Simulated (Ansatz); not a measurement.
# What In2Se (model cell, started as cuprite) distorts into

Wanted: the energy along a soft mode of In2Se (model cell, started as cuprite) and the structure at the end.

Method: DFT PBEsol, scalar-relativistic, plane waves, PAW, in Ansatz 0.2.0.

The structure was built from a prototype and need not be the compound's stable phase.

### 1. The structure

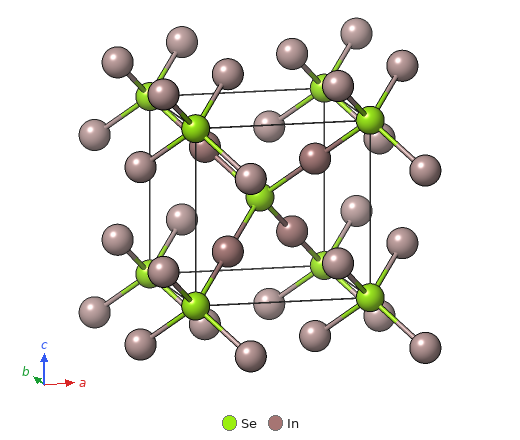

The cell as given, slightly off an axis (selenium green, indium brown). Some periodic images of atoms are drawn too.

### 2. Phonons on a q mesh

The cell comes from relaxations at this level that are not shown. Stability and thermal properties need the whole zone. Linear response on a 2×2×2 q mesh gives force constants as far as a supercell of that size would.

input.yaml

```yaml
crystal:
  lattice:
    - [6.6284302234, 0.0, 0.0]
    - [0.0, 6.6284302234, 0.0]
    - [0.0, 0.0, 6.6284302234]
  atoms:
    - { symbol: Se, position: [0.0, 0.0, 0.0] }
    - { symbol: Se, position: [0.5, 0.5, 0.5] }
    - { symbol: In, position: [0.25, 0.25, 0.25] }
    - { symbol: In, position: [0.75, 0.75, 0.25] }
    - { symbol: In, position: [0.75, 0.25, 0.75] }
    - { symbol: In, position: [0.25, 0.75, 0.75] }
kpoints:
  mp_grid: { grid: [6, 6, 6] }
hamiltonian:
  xc: pbesol
scf:
  occupations: { method: methfessel_paxton, width: 0.2 }
output:
  eigenvalues: true
phonons:
  method: dfpt
  qmesh: [2, 2, 2]
  temperatures: { t_max: 1000, t_step: 50 }
  qpath:
    path:
      - [[0.0, 0.0, 0.0], [0.0, 0.5, 0.0], [0.5, 0.5, 0.0], [0.0, 0.0, 0.0], [0.5, 0.5, 0.5], [0.0, 0.5, 0.0]]
      - [[0.5, 0.5, 0.5], [0.5, 0.5, 0.0]]
    npoints: 10
```

Run with:

```sh
$ ansatz run input.yaml --threads 8 --pin off --max-ram 14336MiB --backend cpu --events-out ev --progress --plain --runs-dir out
```

Numbers of over 12 decimals in the logs are rounded to 6 here.

Output:

```text
Warning: phonons: the dynamical matrix that this run interpolates holds no multipole term above the dipole-dipole one, and a site of this crystal is no centre of inversion, so its interpolated transverse optical and acoustic branches and sound speeds can stay off near Gamma, and the density of states and the thermodynamics with them. What a run solves at a wave vector of phonons.qpoints, Gamma apart, where the deck admits one, is free of this, and under fd what a larger phonons.supercell samples
Engine: ansatz 0.2.0, aarch64-unknown-linux-gnu
Pseudopotentials: kind: paw
Pseudopotential: Se, paw, valence charge 16, recommended cutoff 420 eV (normal), Se.paw.azcp
Pseudopotential: In, paw, valence charge 13, recommended cutoff 420 eV (normal), In.paw.azcp
Functional definition: PBEsol
  exchange = pbesol_x
  correlation = pbesol_c
Crystal: 6 atoms, lattice volume = 291.227 Å³
Basis set: ecut = 420 eV, 5695 PW (Γ), exchange–correlation on 96×96×96 points (8 copies of the dense FFT grid, shifted against one another)
Bands: 51, of which v1, the nominal top of the filled ones, is band 42 counted from 1 (41 counted from 0)
Symmetry: 48 space group operations
k-points: 20 of 216
Non-local potential: Se, projectors of the file, l = 0: 2, l = 1: 2, l = 2: 3, l = 3: 1
Non-local potential: In, projectors of the file, l = 0: 2, l = 1: 2, l = 2: 2, l = 3: 2
PAW form: soft (Blöchl's): semilocal exchange-correlation on the pseudo side does not see the compensation charge
PAW frozen core: Se, regenerated for the run's functional, and the local potential with it (the file was generated under x = pbe(κ = 0.804, μ = 0.219515), c = pbe(β = 0.066725))
PAW frozen core: In, regenerated for the run's functional, and the local potential with it (the file was generated under x = pbe(κ = 0.804, μ = 0.219515), c = pbe(β = 0.066725))
PAW one-centre angular grid: Se, 590 points (default); XC on 64 Gauss nodes
PAW one-centre angular grid: In, 590 points (default); XC on 64 Gauss nodes
Initial density: superposition of atomic densities (neutral atoms: chi_scale 0, normalization atom), corrected by the library's trained network
Initial wavefunctions: pseudopotential atomic-orbital guess
Functional: x = pbesol(κ = 0.804, μ = 0.123457), c = pbesol(β = 0.046)
SCF iter   1: F=—  HF=-32947.148115 eV  |F-HF|=—  |Δ(HF+E_count)|=         —  Δρ=5.09e-3  dr2=2.18e-1  ethr=1.77e-3  ⟨swp⟩=7.0  Hψ=3662  notcnv=0
preconditioner: auto → LDOS  [metal: Δε(μ)=0.033 eV  Ē_g=12.756 eV  σ=0.200 eV  W_gap=0.14  n_scr=56 (ndim 8)  ℏωp=17.4 eV  f_vac=0.169  D(μ)=4.60/eV (n_scr^D=26)  β→1.0]
SCF iter   2: F=—  HF=-32947.123221 eV  |F-HF|=—  |Δ(HF+E_count)|=   2.49e-2  S|Δr|=    0.00e0  Δρ=1.35e-3  dr2=1.21e-2  ethr=2.59e-4  ⟨swp⟩=2.0  Hψ=1246  notcnv=0
SCF iter   3: F=—  HF=-32947.124309 eV  |F-HF|=—  |Δ(HF+E_count)|=   1.09e-3  S|Δr|=    0.00e0  Δρ=8.05e-4  dr2=1.56e-3  ethr=1.44e-5  ⟨swp⟩=2.0  Hψ=1614  notcnv=0
SCF iter   4: F=—  HF=-32947.123833 eV  |F-HF|=—  |Δ(HF+E_count)|=   4.77e-4  S|Δr|=    0.00e0  Δρ=2.57e-4  dr2=1.53e-4  ethr=1.85e-6  ⟨swp⟩=2.0  Hψ=1617  notcnv=0
SCF iter   5: F=—  HF=-32947.123802 eV  |F-HF|=—  |Δ(HF+E_count)|=   3.12e-5  S|Δr|=    0.00e0  Δρ=3.09e-5  dr2=3.85e-6  ethr=1.82e-7  ⟨swp⟩=2.0  Hψ=1610  notcnv=0
SCF iter   6: F=—  HF=-32947.123776 eV  |F-HF|=—  |Δ(HF+E_count)|=   2.53e-5  S|Δr|=    0.00e0  Δρ=1.02e-5  dr2=5.88e-7  ethr=4.58e-9  ⟨swp⟩=2.0  Hψ=1838  notcnv=0
SCF iter   7: F=—  HF=-32947.123776 eV  |F-HF|=—  |Δ(HF+E_count)|=   5.54e-7  S|Δr|=    0.00e0  Δρ=1.40e-6  dr2=3.43e-9  ethr=7.00e-10  ⟨swp⟩=2.0  Hψ=1816  notcnv=0
SCF iter   8: F=—  HF=-32947.123776 eV  |F-HF|=—  |Δ(HF+E_count)|=   3.99e-9  S|Δr|=    0.00e0  Δρ=4.45e-7  dr2=5.35e-10  ethr=4.09e-12  ⟨swp⟩=2.0  Hψ=1838  notcnv=0
SCF iter   9: F=—  HF=-32947.123776 eV  |F-HF|=—  |Δ(HF+E_count)|=  5.89e-10  S|Δr|=    0.00e0  Δρ=6.77e-8  dr2=1.73e-11  ethr=1.00e-12  ⟨swp⟩=2.0  Hψ=1817  notcnv=0
SCF iter  10: F=-32947.123776 eV  HF=-32947.123776 eV  |F-HF|=1.46e-11  |Δ(HF+E_count)|=    0.00e0  S|Δr|=    0.00e0  Δρ=1.02e-8  dr2=3.81e-13  ethr=1.00e-12  ⟨swp⟩=11.8  Hψ=4573  notcnv=0
SCF 1 converged in 10 iterations: F = -32947.123776 eV  dr2 = 3.81e-13
  greatest PAW one-centre occupation: 1.000 electrons in one spin orbital (limit 2), on the Se atom at site 1 (counted from 0), in its partial waves of l = 2
Initial density: read from a saved state, or passed on in memory by an earlier SCF of this step, an earlier step, the calling program or the single point that the run made first
iter 1 solved again at ethr=2.62e-7 eV; its pass at ethr=3.10e-3 eV (dr2=2.20e-4 eV) is discarded
SCF iter   1: F=—  HF=-32947.123808 eV  |F-HF|=—  |Δ(HF+E_count)|=         —  Δρ=1.10e-6  dr2=1.50e-9  ethr=2.62e-7  ⟨swp⟩=3.2  Hψ=5871  notcnv=0
eigensolver tolerance schedule: the retry pair's looser diagonalisation over-reported the residual by 146857.79 of it (diagonalisation noise at an unbounded share of the residual, at the tolerance the schedule requests for it); recorded, not acted on — ethr = c·dr2/N_el stays at c = 1.0e-1
preconditioner: auto → LDOS  [metal: Δε(μ)=0.052 eV  Ē_g=12.769 eV  σ=0.200 eV  W_gap=0.22  n_scr=56 (ndim 8)  ℏωp=17.4 eV  f_vac=0.230  D(μ)=5.21/eV (n_scr^D=26)  β→1.0]
SCF iter   2: F=—  HF=-32947.123776 eV  |F-HF|=—  |Δ(HF+E_count)|=   3.24e-5  S|Δr|=    0.00e0  Δρ=1.62e-6  dr2=3.57e-9  ethr=1.78e-12  ⟨swp⟩=4.0  Hψ=2837  notcnv=0
SCF iter   3: F=—  HF=-32947.123776 eV  |F-HF|=—  |Δ(HF+E_count)|=   1.96e-9  S|Δr|=    0.00e0  Δρ=5.99e-7  dr2=4.16e-10  ethr=1.78e-12  ⟨swp⟩=2.0  Hψ=1696  notcnv=0
SCF iter   4: F=—  HF=-32947.123776 eV  |F-HF|=—  |Δ(HF+E_count)|=  1.46e-10  S|Δr|=    0.00e0  Δρ=4.15e-7  dr2=2.08e-10  ethr=1.00e-12  ⟨swp⟩=1.0  Hψ=1020  notcnv=0
SCF iter   5: F=—  HF=-32947.123776 eV  |F-HF|=—  |Δ(HF+E_count)|=  5.09e-11  S|Δr|=    0.00e0  Δρ=2.77e-7  dr2=9.32e-11  ethr=1.00e-12  ⟨swp⟩=1.0  Hψ=1020  notcnv=0
SCF iter   6: F=—  HF=-32947.123776 eV  |F-HF|=—  |Δ(HF+E_count)|=  4.37e-11  S|Δr|=    0.00e0  Δρ=2.08e-7  dr2=5.31e-11  ethr=1.00e-12  ⟨swp⟩=1.0  Hψ=1020  notcnv=0
SCF iter   7: F=—  HF=-32947.123776 eV  |F-HF|=—  |Δ(HF+E_count)|=  7.28e-12  S|Δr|=    0.00e0  Δρ=1.55e-7  dr2=2.95e-11  ethr=1.00e-12  ⟨swp⟩=1.0  Hψ=1020  notcnv=0
SCF iter   8: F=-32947.123776 eV  HF=-32947.123776 eV  |F-HF|=7.28e-12  |Δ(HF+E_count)|=  2.91e-11  S|Δr|=    0.00e0  Δρ=8.08e-8  dr2=8.05e-12  ethr=1.00e-12  ⟨swp⟩=1.1  Hψ=2143  notcnv=0
SCF 2 converged in 8 iterations: F = -32947.123776 eV  dr2 = 8.05e-12
phonons: the bands overlap, so this run is a metal and interpolates without the dipole-dipole term. If the crystal is really an insulator or semiconductor, its LO-TO splitting is missing
NSCF: frozen V_eff on 20 k-points
NSCF: frozen V_eff on 68 k-points
DFPT response loops at q = (0, 0, 0) (fractional): preconditioner auto → none (partly filled bands, converged f_vac=0.230); β = 0.50; Broyden in place of MSR1
NSCF: frozen V_eff on 224 k-points
DFPT response loops at q = (0, 0, -0.5) (fractional): mixed as the last ones told, above
NSCF: frozen V_eff on 224 k-points
DFPT response loops at q = (0, -0.5, -0.5) (fractional): mixed as the last ones told, above
NSCF: frozen V_eff on 136 k-points
DFPT response loops at q = (-0.5, -0.5, -0.5) (fractional): mixed as the last ones told, above
SCF converged after 10 iterations
Stability not checked: this state was not tested for a lower state beside it, because cold or Methfessel-Paxton smearing, or corrected tetrahedra, fill the levels in a way that the test cannot read (fill_not_monotonic; see scf.lower_state_search)
Free energy (F): -32947.123776 eV
Harris-Foulkes:  -32947.123776 eV  (|F-HF|=1.46e-11)
Internal energy: -32947.140452 eV  (E = F + TS)
E sigma→0 (E₀):  -32947.127945 eV
Entropy (-TS):   0.016676 eV (2.779 meV/atom)
Fermi energy:    3.251288 eV
--- Per-component energies (eV) ---
  E_band       = -1351.180651
  E_kinetic    = 1192.188491
  E_local      = -12907.831917  (includes V_loc(G=0)·N_el)
  E_nonlocal   = 283.532252
  E_hartree    = 5707.136239
  E_xc         = -1058.540898
  E_vxc        = -590.696930  (∫ρ·V_xc dr)
  E_paw        = -20051.406134  (= ΣΔE_a)
  E_vpaw       = -742.643916  (= ΣTr[D̂ρ^β])
  E_aug_tail   = -0.001075  (compensation charges beyond the density's cutoff)
  E_ewald      = -6115.177921
  E_core_change = 2.960511  (= ΣΔE_core)
  E_smearing   = 0.016676  (= −TS)
  E_closure    = -0.000000  (closes the sum)
  Σ components = -32947.123776   (vs F -32947.123776, Δ=0.00e0)
--- Band table (eV; the first three rows and the last of 20) ---
  k-point 0: bands = [... 38 lower, 0.4272, 2.9530, 2.9530, 3.3989, 3.3989, 3.3989, 5.3333, 5.3333, ... 5 higher]
  k-point 1: bands = [... 38 lower, 0.7138, 3.0468, 3.1305, 3.2329, 3.3015, 3.3015, 4.9948, 5.3773, ... 5 higher]
  k-point 2: bands = [... 38 lower, 1.3276, 2.7072, 3.1463, 3.1463, 3.3247, 3.6904, 4.3638, 5.2947, ... 5 higher]
  k-point 19: bands = [... 38 lower, 0.3429, 3.2853, 3.2853, 3.2853, 3.7690, 3.7690, 3.7690, 5.7305, ... 5 higher]
--- Phonons (Γ-DFPT): 2 representative perturbations + reference (Σ response iterations 6) ---
  ASR residual: 6.713e-5 → 0.000e0 eV/Å²; symmetrization residual: 1.974e-5 eV/Å²
  ASR residual per site (eV/Å²): 6.71e-5 6.71e-5 2.19e-5 2.19e-5 2.19e-5 2.19e-5
  Γ frequencies (cm⁻¹): -116.34 -116.34 -116.34 -101.77 -101.77 -101.77 -73.98 -73.98 -73.98 -60.23 -60.23 0.00 0.00 0.00 37.13 37.13 37.13 118.95
--- Phonons (arbitrary-q DFPT): 4 irreducible q on the 2×2×2 mesh ---
  q = [0.0000, 0.0000, 0.0000] (star 1, of the zone-centre solve; hermiticity 1.34e-5, symmetrization 2.47e-11): -116.34 -116.34 -116.34 -101.77 -101.77 -101.77 -73.98 -73.98 -73.98 -60.23 -60.23 -0.00 0.00 0.00 37.13 37.13 37.13 118.95
  q = [0.0000, 0.0000, -0.5000] (star 3, 4 solved perturbations in 284 linear systems a pass and spin channel, the states on 112 of 216 k-point pairs; hermiticity 2.28e-5, symmetrization 1.94e-11): -98.33 -98.33 -83.88 -83.88 -74.23 -74.23 -64.81 -64.81 -40.33 -40.33 -16.47 -16.47 29.33 29.33 38.38 38.38 81.28 81.28
  q = [0.0000, -0.5000, -0.5000] (star 3, 4 solved perturbations in 284 linear systems a pass and spin channel, the states on 112 of 216 k-point pairs; hermiticity 1.32e-5, symmetrization 4.74e-12): -105.43 -105.43 -90.44 -90.44 -77.17 -77.17 -50.48 -50.48 -35.65 -35.65 -34.10 -34.10 -4.53 -4.53 37.92 37.92 84.81 84.81
  q = [-0.5000, -0.5000, -0.5000] (star 1, 2 solved perturbations in 108 linear systems a pass and spin channel, the states on 68 of 216 k-point pairs; hermiticity 1.75e-5, symmetrization 1.06e-10): -104.72 -104.72 -104.72 -82.49 -82.49 -82.49 -62.18 -62.18 -62.18 -33.97 -33.97 -24.44 -24.44 -24.44 42.71 42.71 42.71 124.25
  sum rule: each row above includes the acoustic sum rule's correction from the zone centre's row sums; it moved no ω² by more than (0.48 cm⁻¹)²
  mesh force constants: q→R imaginary residual 2.74e-17; ASR residual 6.713e-5 → 0.000e0 eV/Å²; symmetrization residual 6.661e-16 eV/Å²
  interpolated dispersion: 62 rows × 18 modes
  density of states and harmonic sums: on the 10×10×10 q-mesh, interpolated from the force constants of a 2×2×2 supercell (no non-analytic term)
  largest difference from the sums on the solved wave vectors: F 2.26e-1 eV, S 2.81e-4 and C_V 5.54e-5 eV/K
  zero-point energy: 0.016775 eV/cell   skipped modes (ω ≤ 0): 711, of them read as no rigid motion or as one in doubt: 708 (1.261e1 modes/cell left out, lowest -116.34 cm⁻¹)   left out of the sums: 7.01e-1 of the cell's modes: C_V's classical limit lies that fraction below 3 k_B per atom; for a crystal, a wire or a layer, F and S can be off by more, and a phonons.interpolated_qmesh denser along its periods is the remedy for the sampling
```

Elapsed: 3.1 min, on 8 threads of Arm Neoverse V2, shared host; peak memory 4.3 GiB; 24 min of CPU time.

In the SCF lines HF is the Harris–Foulkes energy and dr2 the Hartree energy of the density residual, in eV; the loop may stop once dr2 is under the threshold and the program's other checks hold. Hψ counts applications of the Hamiltonian.

This step gave:

* volume per atom: 48.54 Å³
* gap on the k-mesh: 0 eV
* sum-rule residual before enforcement: 6.71e-5 eV/Å²
* lowest frequency on the path: -116.5 cm⁻¹
* point group: m-3m
* highest frequency on the path or at a solved wavevector: 124.2 cm⁻¹
* highest optical mode at the zone centre (no LO-TO term): 119.0 cm⁻¹
* lowest optical zone-centre mode: -116.3 cm⁻¹
* lowest mode on the q mesh (acoustic modes at Γ apart): -116.3 cm⁻¹

Frequencies (cm⁻¹) solved at each irreducible wavevector; negative means imaginary. Frequencies by wavevector, by row:

| q in reciprocal lattice units | star | mode 1 | mode 2 | mode 3 | mode 4 | mode 16 | mode 17 | mode 18 |
| --- | --- | --- | --- | --- | --- | --- | --- | --- |
| 0 0 0 | 1 | -116.3 | -116.3 | -116.3 | -101.8 | 37.1 | 37.1 | 119 |
| 0 0 -0.5 | 3 | -98.3 | -98.3 | -83.9 | -83.9 | 38.4 | 81.3 | 81.3 |
| 0 -0.5 -0.5 | 3 | -105.4 | -105.4 | -90.4 | -90.4 | 37.9 | 84.8 | 84.8 |
| -0.5 -0.5 -0.5 | 1 | -104.7 | -104.7 | -104.7 | -82.5 | 42.7 | 42.7 | 124.2 |

Interpolated from a 2×2×2 q mesh. Phonon branches along the path, in cm⁻¹:

| point | branch 1 | branch 2 | branch 3 | branch 4 | branch 15 | branch 16 | branch 17 | branch 18 |
| --- | --- | --- | --- | --- | --- | --- | --- | --- |
| Γ | -116 | -116 | -116 | -102 | 37 | 37 | 37 | 119 |
| X | -98 | -98 | -84 | -84 | 38 | 38 | 81 | 81 |
| M | -105 | -105 | -90 | -90 | 38 | 38 | 85 | 85 |
| Γ | -116 | -116 | -116 | -102 | 37 | 37 | 37 | 119 |
| R | -105 | -105 | -105 | -82 | 43 | 43 | 43 | 124 |
| X | -98 | -98 | -84 | -84 | 38 | 38 | 81 | 81 |
| jump to R | -105 | -105 | -105 | -82 | 43 | 43 | 43 | 124 |
| M | -105 | -105 | -90 | -90 | 38 | 38 | 85 | 85 |

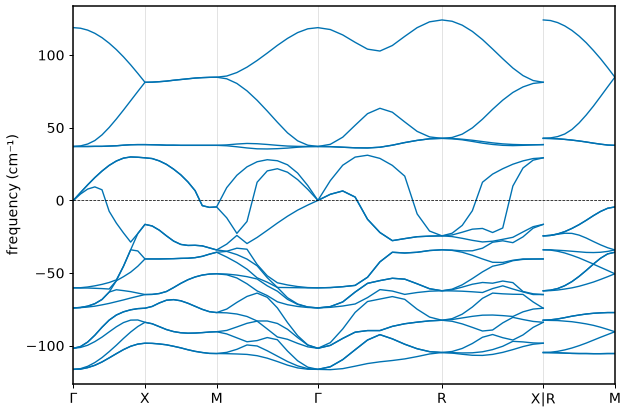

Phonon branches along the path.

Symmetry leaves 4 wavevectors to solve. The lowest mode among them, the acoustic zeros apart, lies at Γ and is imaginary, 116.3i cm⁻¹, so the energy falls along it.

### 3. The mode frozen in, largest atomic shift 0 Å

The mode followed lies at Γ with frequency 116.3i cm⁻¹ and is 3-fold degenerate, the softest among the wavevectors solved. At small amplitude the distorted cell has space group no. 39 by a symmetry search on the positions. The undistorted cell that holds it gives the zero of energy on the same k mesh.

input.yaml, the sections that differ from step 2:

```yaml
output:
  forces: true
  stress: true
  eigenvalues: true
# crystal, kpoints, hamiltonian, scf: as in step 2
# phonons: removed
```

Output:

```text
[...]
Crystal: 6 atoms, lattice volume = 291.227 Å³
Basis set: ecut = 420 eV, 5695 PW (Γ), exchange–correlation on 90×90×90 points (8 copies of the dense FFT grid, shifted against one another)
Bands: 51, of which v1, the nominal top of the filled ones, is band 42 counted from 1 (41 counted from 0)
Symmetry: 48 space group operations
[...]
k-points: 20 of 216
[...]
k-point 0: bands = [... 38 lower, 0.4272, 2.9530, 2.9530, 3.3989, 3.3989, 3.3989, 5.3333, 5.3333, ... 5 higher]
  k-point 1: bands = [... 38 lower, 0.7138, 3.0468, 3.1304, 3.2329, 3.3015, 3.3015, 4.9948, 5.3773, ... 5 higher]
  k-point 2: bands = [... 38 lower, 1.3276, 2.7072, 3.1463, 3.1463, 3.3247, 3.6903, 4.3638, 5.2947, ... 5 higher]
  k-point 19: bands = [... 38 lower, 0.3429, 3.2853, 3.2853, 3.2853, 3.7690, 3.7690, 3.7690, 5.7305, ... 5 higher]
[key lines of the parts left out:]
SCF converged after 7 iterations
Free energy (F): -32947.123776 eV
Fermi energy:    3.251288 eV
P = ⅓ Tr σ = -0.0002 GPa (-0.002 kbar)
```

Elapsed: 1.9 s, on 8 threads; peak memory 1.1 GiB; 14 s of CPU time.

Numbers from this step:

* pressure: -1.66e-4 GPa
* energy from the undistorted cell: 0 meV/atom

The run ends at a pressure of 0.00 GPa.

### 4. The mode frozen in, largest atomic shift 0.32 Å

The atoms are moved along the unstable eigenvector, the largest shift by 0.32 Å, with the cell fixed.

input.yaml, the sections that differ from step 3:

```yaml
crystal:
  lattice:
    - [6.6284302234, 0.0, 0.0]
    - [0.0, 6.6284302234, 0.0]
    - [0.0, 0.0, 6.6284302234]
  atoms:
    - { symbol: Se, position: [-0.0341369166, 0.0, -0.0341369166] }
    - { symbol: Se, position: [0.4658630834, 0.5, 0.4658630834] }
    - { symbol: In, position: [0.2601056336, 0.2467321399, 0.2601056336] }
    - { symbol: In, position: [0.7633734937, 0.75, 0.2633734937] }
    - { symbol: In, position: [0.7601056336, 0.2532678601, 0.7601056336] }
    - { symbol: In, position: [0.2633734937, 0.75, 0.7633734937] }
# kpoints, hamiltonian, scf, output: as in step 3
```

Output:

```text
[...]
Crystal: 6 atoms, lattice volume = 291.227 Å³
Basis set: ecut = 420 eV, 5695 PW (Γ), exchange–correlation on 90×90×90 points (8 copies of the dense FFT grid, shifted against one another)
Bands: 51, of which v1, the nominal top of the filled ones, is band 42 counted from 1 (41 counted from 0)
Symmetry: 4 space group operations
[...]
k-points: 52 of 216 (time reversal used)
[...]
k-point 0: bands = [... 38 lower, 0.6899, 2.4051, 2.6987, 3.2699, 3.5645, 3.8674, 5.2798, 5.2884, ... 5 higher]
  k-point 1: bands = [... 38 lower, 0.8583, 2.4553, 2.7643, 3.1771, 3.4900, 3.8463, 4.9578, 5.3109, ... 5 higher]
  k-point 2: bands = [... 38 lower, 1.3518, 2.3794, 2.8360, 3.0170, 3.5445, 3.9828, 4.3614, 5.1763, ... 5 higher]
  k-point 51: bands = [... 38 lower, 0.4518, 3.0040, 3.0109, 3.0332, 3.8400, 3.9594, 4.0287, 5.6930, ... 5 higher]
[key lines of the parts left out:]
SCF converged after 8 iterations
Free energy (F): -32947.335566 eV
Fermi energy:    3.243958 eV
P = ⅓ Tr σ = 0.4155 GPa (4.155 kbar)
```

Wall time 6.7 s (8 threads); peak memory 1.1 GiB.

This step gave:

```
pressure                         : 0.4155 GPa
energy from the undistorted cell : -35.60 meV/atom
```

The energy, extrapolated to zero smearing, is -35.60 meV/atom against the undistorted cell.

The run ends at a pressure of 0.42 GPa, with forces up to 0.59 eV/Å.

### 5. Energy along the mode, all amplitudes (two of the runs are shown above)

An imaginary frequency means negative curvature, so the energy should fall and then rise again as anharmonic terms take over.

Numbers from this step:

```yaml
depth_at_the_lowest_point_sampled: 35.60 meV/atom
largest_atomic_shift_at_that_point: 0.32 Å
```

Table of energy from the parent by largest atomic shift:

| largest atomic shift (Å) | energy from the parent (meV/atom) |
| --- | --- |
| 0.000 | 0 |
| 0.040 | -1.55 |
| 0.080 | -5.7 |
| 0.140 | -14.5 |
| 0.220 | -26.4 |
| 0.320 | -35.6 |
| 0.450 | -26.9 |
| 0.600 | 35.1 |

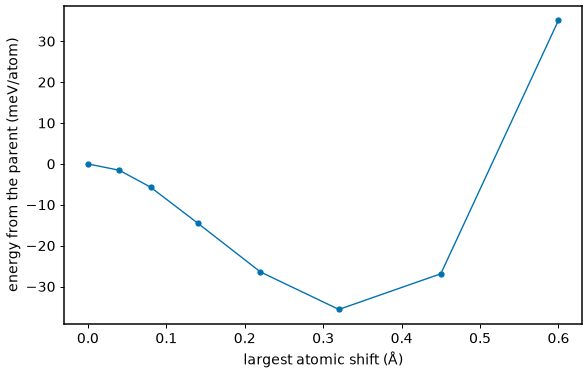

Energy from the parent against largest atomic shift.

Displacement at unit largest shift by atom:

| atom | x (Å) | y (Å) | z (Å) | size |
| --- | --- | --- | --- | --- |
| Se1 | -0.707 | 0.000 | -0.707 | 1.000 |
| Se2 | -0.707 | 0.000 | -0.707 | 1.000 |
| In3 | 0.209 | -0.068 | 0.209 | 0.303 |
| In4 | 0.277 | 0.000 | 0.277 | 0.392 |
| In5 | 0.209 | 0.068 | 0.209 | 0.303 |
| In6 | 0.277 | 0.000 | 0.277 | 0.392 |

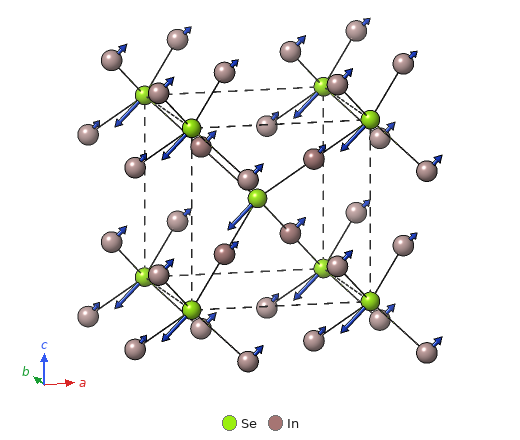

Displacement at unit largest shift as arrows, the longest 1.000 Å. Some periodic images of atoms are drawn too.

The lowest of the steps tried is at 0.32 Å, 35.6 meV/atom below the parent; the bottom of the well need not coincide with a step.

(Part 1 of 3 ends here.)

[Logs are printed without paths, hosts, clocks, repeated set-up lines and the standing remarks that a program may print on its own settings, such as how far it seeks lower states.]

[Hosts, paths, dates, database ids (printed as entryN), source tags and the programs' standing remarks are cut or masked in the printed files.]
